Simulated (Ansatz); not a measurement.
C$_{36}$H$_{20}$O$_{9}$ (SMILES c1coc(-c2ccc(-c3ccc(-c4ccc(-c5ccc(-c6ccc(-c7ccc(-c8ccc(-c9ccco9)o8)o7)o6)o5)o4)o3)o2)c1)

The calculation's input:

```
crystal:
  periodic: [false, false, false]
  atoms:
    - {symbol: C, position_ang: [13.563236, 0.330054, 0.572684]}
    - {symbol: C, position_ang: [12.490692, 0.645777, 1.376332]}
    - {symbol: O, position_ang: [11.318267, 0.380271, 0.734982]}
    - {symbol: C, position_ang: [11.633172, -0.115494, -0.501331]}
    - {symbol: C, position_ang: [10.551034, -0.475556, -1.377711]}
    - {symbol: C, position_ang: [10.524370, -0.994281, -2.667849]}
    - {symbol: C, position_ang: [9.154937, -1.143472, -3.013724]}
    - {symbol: C, position_ang: [8.421962, -0.705917, -1.914325]}
    - {symbol: C, position_ang: [7.012299, -0.615779, -1.666821]}
    - {symbol: C, position_ang: [5.900412, -0.932624, -2.442768]}
    - {symbol: C, position_ang: [4.757830, -0.626021, -1.656883]}
    - {symbol: C, position_ang: [5.237001, -0.139217, -0.445170]}
    - {symbol: C, position_ang: [4.592920, 0.331210, 0.741956]}
    - {symbol: C, position_ang: [5.080042, 0.819824, 1.949925]}
    - {symbol: C, position_ang: [3.943163, 1.128890, 2.741850]}
    - {symbol: C, position_ang: [2.825620, 0.811022, 1.973923]}
    - {symbol: C, position_ang: [1.420052, 0.904546, 2.236036]}
    - {symbol: C, position_ang: [0.703750, 1.342809, 3.347042]}
    - {symbol: C, position_ang: [-0.670981, 1.203200, 3.022710]}
    - {symbol: C, position_ang: [-0.717941, 0.686779, 1.731692]}
    - {symbol: C, position_ang: [-1.801262, 0.332623, 0.867814]}
    - {symbol: C, position_ang: [-1.861329, -0.186930, -0.420741]}
    - {symbol: C, position_ang: [-3.240857, -0.323294, -0.734920]}
    - {symbol: C, position_ang: [-3.944201, 0.122536, 0.378990]}
    - {symbol: C, position_ang: [-5.338579, 0.234164, 0.677939]}
    - {symbol: C, position_ang: [-6.030380, 0.681139, 1.798417]}
    - {symbol: C, position_ang: [-7.412527, 0.549530, 1.496433]}
    - {symbol: C, position_ang: [-7.484927, 0.031102, 0.208557]}
    - {symbol: C, position_ang: [-8.588556, -0.316188, -0.633776]}
    - {symbol: C, position_ang: [-8.682345, -0.834400, -1.920213]}
    - {symbol: C, position_ang: [-10.071193, -0.957558, -2.199694]}
    - {symbol: C, position_ang: [-10.744389, -0.507319, -1.069731]}
    - {symbol: C, position_ang: [-12.141333, -0.388010, -0.748357]}
    - {symbol: C, position_ang: [-13.298220, -0.676292, -1.459780]}
    - {symbol: C, position_ang: [-14.389200, -0.341302, -0.598721]}
    - {symbol: C, position_ang: [-13.827904, 0.123073, 0.569545]}
    - {symbol: O, position_ang: [-12.468255, 0.098004, 0.489375]}
    - {symbol: O, position_ang: [-9.840909, -0.117995, -0.117961]}
    - {symbol: O, position_ang: [-6.223572, -0.161416, -0.291627]}
    - {symbol: O, position_ang: [-3.068615, 0.521211, 1.355189]}
    - {symbol: O, position_ang: [0.552339, 0.505205, 1.253875]}
    - {symbol: O, position_ang: [3.223578, 0.325721, 0.756119]}
    - {symbol: O, position_ang: [6.605968, -0.132630, -0.452010]}
    - {symbol: O, position_ang: [9.273364, -0.301323, -0.922203]}
    - {symbol: C, position_ang: [13.012967, -0.165569, -0.649987]}
    - {symbol: H, position_ang: [14.623518, 0.439603, 0.826546]}
    - {symbol: H, position_ang: [12.396882, 1.052348, 2.388378]}
    - {symbol: H, position_ang: [11.395722, -1.236386, -3.285105]}
    - {symbol: H, position_ang: [8.744457, -1.524962, -3.954366]}
    - {symbol: H, position_ang: [5.918460, -1.338345, -3.459701]}
    - {symbol: H, position_ang: [3.703436, -0.740432, -1.927122]}
    - {symbol: H, position_ang: [6.136617, 0.933907, 2.212332]}
    - {symbol: H, position_ang: [3.931774, 1.537068, 3.757991]}
    - {symbol: H, position_ang: [1.131625, 1.719291, 4.281922]}
    - {symbol: H, position_ang: [-1.537283, 1.445601, 3.645881]}
    - {symbol: H, position_ang: [-0.999709, -0.434811, -1.048579]}
    - {symbol: H, position_ang: [-3.685460, -0.700231, -1.661299]}
    - {symbol: H, position_ang: [-5.576085, 1.055787, 2.720990]}
    - {symbol: H, position_ang: [-8.268816, 0.798869, 2.130956]}
    - {symbol: H, position_ang: [-7.840552, -1.090290, -2.571051]}
    - {symbol: H, position_ang: [-10.532968, -1.331936, -3.119255]}
    - {symbol: H, position_ang: [-13.350946, -1.078283, -2.477062]}
    - {symbol: H, position_ang: [-15.458874, -0.433201, -0.817001]}
    - {symbol: H, position_ang: [-14.241157, 0.493210, 1.513130]}
    - {symbol: H, position_ang: [13.557887, -0.516919, -1.532698]}
basis:
  gaussian: {orbitals: def2-SVP, fitting: {mean_field: def2-universal-jkfit}, initial_orbitals: start.molden}
hamiltonian: {xc: pbe0, dispersion: d4}
scf: {omitted_lower_state_checks: [starts]}
output: {orbitals: {seedname: orbitals}}
```

Command:

```sh
ansatz run in.yaml --threads 2 --pin off --events-out ev --progress --plain --max-ram 22528MiB --backend cuda --devices 0, --max-vram 18GiB
```

Geometry: PBE-D4/def2-SVP.

The calculation used Ansatz, RKS PBE0-D4/def2-SVP.

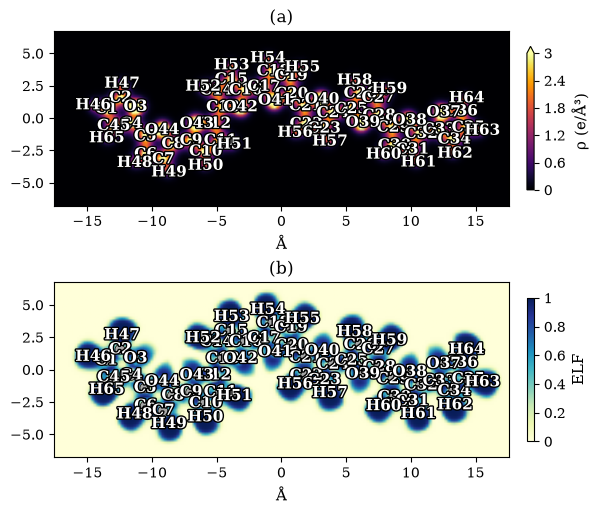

Figure 1. (a) electron density; (b) electron localisation function on the molecular plane. Grey discs cover the atomic cores in the ELF map.

Q: Describe what can be read from this map.

A:
- The plane passes through C, O and H nuclei.
- C–O (1.36 Å): ρ is about 2.3 e/Å³ halfway, with its minimum of 1.9 e/Å³ about 0.5 Å from C; the ELF peaks at about 0.90 between the atoms: a shared but strongly polarised pair.
- C–C (1.38 Å): ρ is about 2.2 e/Å³ halfway; the ELF peaks at about 0.90 between the atoms (a covalent bond).
- C–H (1.09 Å): the density is about 1.9 e/Å³ at the midpoint; the ELF climbs to about 1 towards the hydrogen, as it does in any bond to H (an ordinary covalent bond to hydrogen).
- C–C (1.42 Å): ρ at the midpoint is about 1.9 e/Å³; the ELF peaks at about 0.90 between the atoms: localised, covalent bonding.
- The ELF also peaks beside O39 and O38, away from the bonds: lone-pair regions.

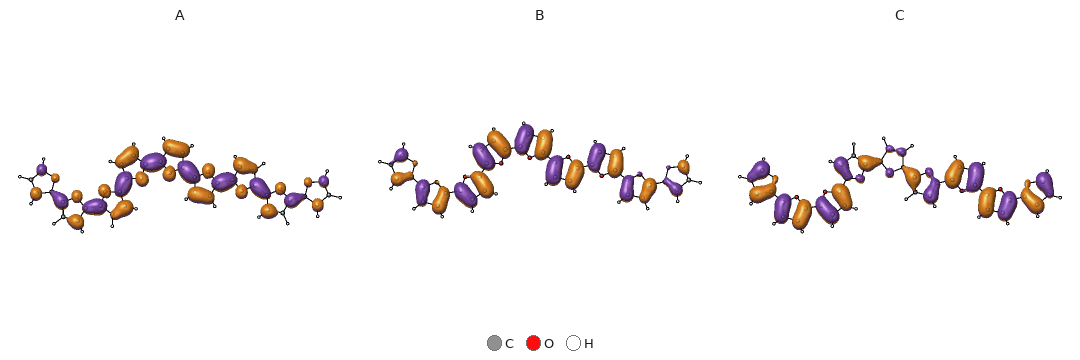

Figure 2. Three frontier orbitals at ±0.05 Å⁻³ᐟ² (orange and purple are the two phases), in no order.

Q: Order the three orbitals by energy and name them.

A: C is the HOMO−1 (−5.23 eV). No atom holds more than about 5 % of it (Hirshfeld); by element the shares are C 90 % and O 5 %; it changes sign across the molecular plane (π type). B is the HOMO (−4.78 eV). No atom holds more than about 5 % of it (Hirshfeld); by element the shares are C 95 %; it changes sign across the molecular plane (π type). A is the LUMO (−1.95 eV). No atom holds more than about 5 % of it (Hirshfeld); by element the shares are C 80 % and O 20 %; it changes sign across the molecular plane (π type).

Q: What is the HOMO–LUMO gap?

A: 2.83 eV between the orbital energies.

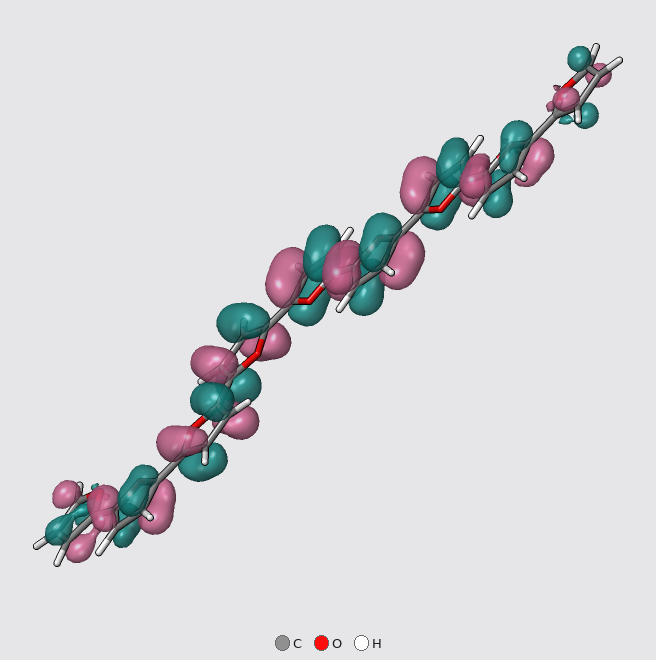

Figure 3. One frontier orbital at ±0.06 Å⁻³ᐟ² (teal and pink are the two phases), seen at an oblique angle.

Q: Which orbital is it: HOMO or LUMO?

A: The HOMO, at −4.78 eV. No atom holds more than about 5 % of it (Hirshfeld); by element the shares are C 95 %; it changes sign across the molecular plane (π type).
